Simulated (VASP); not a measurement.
Energy against volume of GaSb (zinc blende). Computed with vdW-DF-cx, VASP's PBE PAW potentials (set 64) (plane waves; VASP).

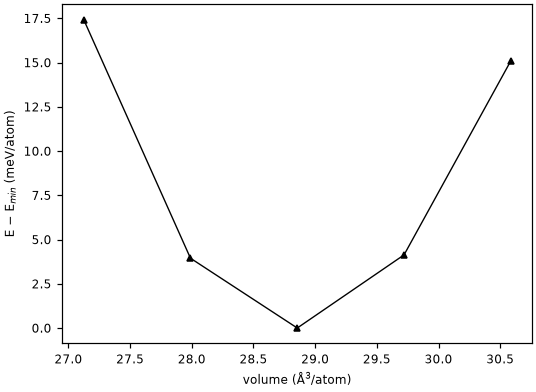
Figure. Energy against volume

Task: Estimate the equilibrium volume and the bulk modulus.

Result: The minimum lies near 28.8 Å³/atom, and the curvature gives B0 of about 50 GPa.

Measured: bulk modulus 57.0 GPa (computed value off by -12.3 %), as given by Cormac Toher et al., Physical Review Materials (2017), arXiv:1611.05714; a 6.096 Å at 300 K (computed value off by +0.6 %), as given by I. Vurgaftman et al., Journal of Applied Physics (2001), doi:10.1063/1.1368156. The calculation is for a static lattice, while the measured bulk modulus, a hold thermal and zero-point effects, which are part of the difference.

The compound is GaSb in the zinc blende structure. It was relaxed first.
